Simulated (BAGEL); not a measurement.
**CH4BFO (SMILES CB(O)F): levels of theory compared**

We compute a comparison of 4 runs (B3LYP/6-31G*, B3LYP/6-311+G**, PBE0/6-311+G**, RI-MP2/6-311+G**) of CH4BFO. 

The results are computed with BAGEL 1.2.2.

## (1) The structure to begin with

CH4BFO: 8 atoms, total charge 0, spin state singlet. SMILES: `CB(O)F`. The coordinates come from a PBE0-D4/def2-TZVP relaxation. This is one conformer, not always the lowest.

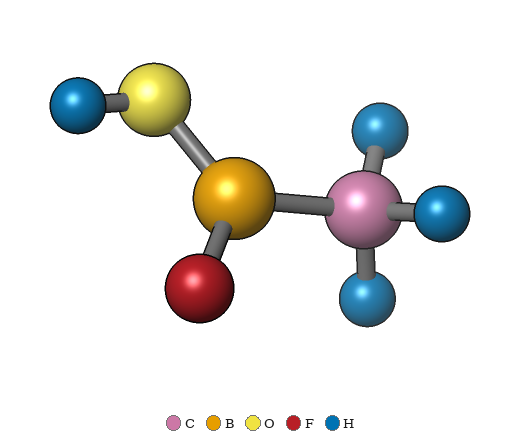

Viewed from a chosen angle; carbon pink, boron amber, oxygen yellow, fluorine red, hydrogen blue.

## (2) The energy at B3LYP/6-31G(d) (density fitting with qzvpp-jkfit, spherical functions) (run 1)

calc.json reads:

```json
{ "bagel" : [

{
  "title" : "molecule",
  "basis" : "6-31gs.json",
  "df_basis" : "qzvpp-jkfit",
  "angstrom" : "true",
  "geometry" : [
    { "atom" : "C", "xyz" : [      -0.375600,       0.897500,      -0.278300 ] },
    { "atom" : "B", "xyz" : [       0.324600,      -0.465700,       0.003700 ] },
    { "atom" : "O", "xyz" : [      -0.051000,      -1.270300,       1.024700 ] },
    { "atom" : "F", "xyz" : [       1.335700,      -0.873300,      -0.779900 ] },
    { "atom" : "H", "xyz" : [      -0.786300,       0.909700,      -1.292400 ] },
    { "atom" : "H", "xyz" : [      -1.178800,       1.109000,       0.426900 ] },
    { "atom" : "H", "xyz" : [       0.352700,       1.713000,      -0.235500 ] },
    { "atom" : "H", "xyz" : [       0.471000,      -2.077000,       1.075000 ] }
  ]
},

{
  "title" : "ks",
  "xc_func" : "b3lyp"
},

{
  "title" : "print",
  "file" : "orbitals.molden",
  "orbitals" : "true"
}

]}
```

The basis set 6-31G* is read from a file made from the Basis Set Exchange's data (not shown).

On the command line:

```
BAGEL_NUM_THREADS=1 BAGEL calc.json > calc.out
```

What it wrote:

```text
* using 1 threads per process

  ===============================================================
  ===============================================================

  *** Geometry ***

  { "atom" : "C", "xyz" : [     -0.709781,      1.696029,     -0.525911 ] },
  { "atom" : "B", "xyz" : [      0.613405,     -0.880045,      0.006992 ] },
  { "atom" : "O", "xyz" : [     -0.096376,     -2.400519,      1.936402 ] },
[... 4 lines of this table left out ...]
  { "atom" : "H", "xyz" : [      0.890061,     -3.924961,      2.031456 ] },

  Number of auxiliary basis functions:      376

  Since a DF basis is specified, we compute 2- and 3-index integrals:
    o Being stored without compression. Storage requirement is 0.012 GB

  Number of basis functions:       64
  Number of electrons      :       32

    * METHOD: MOLECULE                             0.13

  *** Kohn-Sham DFT ***

    * Removing 14464 points whose weight is below 1.00e-10
    * Grid points: 104784

  === Nuclear Repulsion ===
   112.6660374654

       - DIIS with orbital gradients will be used.

  === KS iteration (b3lyp / 6-31gs.json) ===
      0       -208.42107259          0.17082262           0.25
      1       -153.12313169          0.17396642           0.24
      2       -204.69790792          0.17683920           0.24
[... 16 lines of this table left out ...]
     19       -240.55047709          0.00000000           0.24
    * SCF iteration converged.

    * Permanent dipole moment:
           (   -0.069890,     0.206763,    -0.082229) a.u.

    * METHOD: KS                                   5.26

    * METHOD: PRINT                                0.01

  ===============================================================
```

Run time: 5.7 s. Hardware: 1 thread of Arm Neoverse V1, shared host; peak memory 0.32 GiB.

## (3) A single-point energy at B3LYP/6-311+G(d,p) (density fitting with qzvpp-jkfit) (run 2)

dft.json reads:

```json
{ "bagel": [

{
  "title": "molecule",
  "basis": "6-311+gss.json",
  "df_basis": "qzvpp-jkfit",
  "angstrom": true,
  "geometry": [
    { "atom": "C", "xyz": [   -0.375600,    0.897500,   -0.278300 ] },
    { "atom": "B", "xyz": [    0.324600,   -0.465700,    0.003700 ] },
    { "atom": "O", "xyz": [   -0.051000,   -1.270300,    1.024700 ] },
    { "atom": "F", "xyz": [    1.335700,   -0.873300,   -0.779900 ] },
    { "atom": "H", "xyz": [   -0.786300,    0.909700,   -1.292400 ] },
    { "atom": "H", "xyz": [   -1.178800,    1.109000,    0.426900 ] },
    { "atom": "H", "xyz": [    0.352700,    1.713000,   -0.235500 ] },
    { "atom": "H", "xyz": [    0.471000,   -2.077000,    1.075000 ] }
  ]
},
{
  "title": "ks",
  "xc_func": "b3lyp"
},
{
  "title": "print",
  "file": "orbitals.molden",
  "orbitals": true
}

]}
```

The basis set 6-311+G** is read from a file made from the Basis Set Exchange's data (not shown).

On the command line:

```
BAGEL_NUM_THREADS=1 BAGEL dft.json > dft.out
```

What it wrote:

```text
* using 1 threads per process

  ===============================================================
  ===============================================================

  *** Geometry ***

  { "atom" : "C", "xyz" : [     -0.709781,      1.696029,     -0.525911 ] },
  { "atom" : "B", "xyz" : [      0.613405,     -0.880045,      0.006992 ] },
  { "atom" : "O", "xyz" : [     -0.096376,     -2.400519,      1.936402 ] },
[... 4 lines of this table left out ...]
  { "atom" : "H", "xyz" : [      0.890061,     -3.924961,      2.031456 ] },

  Number of auxiliary basis functions:      376

  Since a DF basis is specified, we compute 2- and 3-index integrals:
    o Being stored without compression. Storage requirement is 0.038 GB

  Number of basis functions:      112
  Number of electrons      :       32

    * METHOD: MOLECULE                             0.18

  *** Kohn-Sham DFT ***

    * Removing 14464 points whose weight is below 1.00e-10
    * Grid points: 104784

  === Nuclear Repulsion ===
   112.6660374654

       - DIIS with orbital gradients will be used.

  === KS iteration (b3lyp / 6-311+gss.json) ===
      0       -188.17484098          0.22855938           0.41
      1       -155.05031869          0.17474228           0.40
      2       -199.76607695          0.19205479           0.40
[... 17 lines of this table left out ...]
     20       -240.64417979          0.00000001           0.40
    * SCF iteration converged.

    * Permanent dipole moment:
           (   -0.003649,     0.133697,    -0.098064) a.u.

    * METHOD: KS                                   9.24

    * METHOD: PRINT                                0.03

  ===============================================================
```

It took 9.6 s on 1 thread of Arm Neoverse V1, shared host; peak memory 0.52 GiB.

Run 3 isn't shown in full; the table further down has it.

## (4) A single-point energy at RI-MP2/6-311+G(d,p) (density fitting with qzvpp-jkfit) (run 4)

Changes to calc.json since step 2:

```diff
@@ -4,5 +4,5 @@
   "title" : "molecule",
-  "basis" : "6-31gs.json",
+  "basis" : "6-311+gss.json",
   "df_basis" : "qzvpp-jkfit",
-  "angstrom" : "true",
+  "angstrom" : true,
   "geometry" : [
@@ -19,12 +19,5 @@
 
-{
-  "title" : "ks",
-  "xc_func" : "b3lyp"
-},
+{ "title" : "hf", "charge" : 0 },
 
-{
-  "title" : "print",
-  "file" : "orbitals.molden",
-  "orbitals" : "true"
-}
+{ "title" : "mp2", "charge" : 0, "ncore" : 4 }
```

The basis set 6-311+G** is read from a file made from the Basis Set Exchange's data (not shown).

On the command line:

```
BAGEL_NUM_THREADS=1 BAGEL calc.json > calc.out
```

What it wrote:

```text
* using 1 threads per process

  ===============================================================
  ===============================================================

  *** Geometry ***

  { "atom" : "C", "xyz" : [     -0.709781,      1.696029,     -0.525911 ] },
  { "atom" : "B", "xyz" : [      0.613405,     -0.880045,      0.006992 ] },
  { "atom" : "O", "xyz" : [     -0.096376,     -2.400519,      1.936402 ] },
[... 4 lines of this table left out ...]
  { "atom" : "H", "xyz" : [      0.890061,     -3.924961,      2.031456 ] },

[... 23 lines left out ...]
    * SCF iteration converged.
[... 1 line left out ...]
    * Permanent dipole moment:
[... 2 lines left out ...]
    * METHOD: HF                                   1.01

  *** RHF ***

  === Nuclear Repulsion ===
   112.6660374654

      * DIIS with orbital gradients will be used.

  === RHF iteration (6-311+gss.json) ===
      0       -239.38818242          0.00000000           0.06
    * SCF iteration converged.

    * Permanent dipole moment:
           (    0.004496,     0.112808,    -0.090830) a.u.

  === DF-MP2 calculation ===

    * freezing 4 orbitals
    * 3-index integral transformation done
    * assembly done

      MP2 correlation energy:   -0.6489008936      0.07

      MP2 total energy:       -240.0370833158

    * METHOD: MP2                                  0.23

  ===============================================================
```

Run time: 1.6 s. Hardware: 1 thread of Arm Neoverse V1, shared host; peak memory 0.12 GiB.

## (5) All runs side by side

```
run                                                                 level  frozen core orbitals  energy (Eh)  dipole moment (D)  HOMO energy (eV)  LUMO energy (eV)  wall time
  1  B3LYP/6-31G* (density fitting with qzvpp-jkfit, spherical functions)                     –  -240.550477               0.59             -9.25              1.29      5.7 s
  2                    B3LYP/6-311+G** (density fitting with qzvpp-jkfit)                     –  -240.644180               0.42             -9.73             -0.35      9.6 s
  3                     PBE0/6-311+G** (density fitting with qzvpp-jkfit)                     –  -240.372150               0.41             -9.96             -0.04       11 s
  4                   RI-MP2/6-311+G** (density fitting with qzvpp-jkfit)                     4  -240.037083                  –                 –                 –      1.6 s
```

## (6) Outcome

```
                                          quantity          value
                               run 4: total energy  -240.03708 Eh
run 4: correlation energy (4 core orbitals frozen)     -648.9 mEh
```

Over runs 1, 2, 3 the dipole moment (its size) runs from 0.41 D (PBE0/6-311+G**) to 0.59 D (B3LYP/6-31G*). The two ends differ in method and basis. Over runs 1, 2, 3 the HOMO–LUMO gap runs from 9.38 eV (B3LYP/6-311+G**) to 10.54 eV (B3LYP/6-31G*). Totals of different functionals can't be ranked against each other. All runs together took 28 s, the longest 11 s.
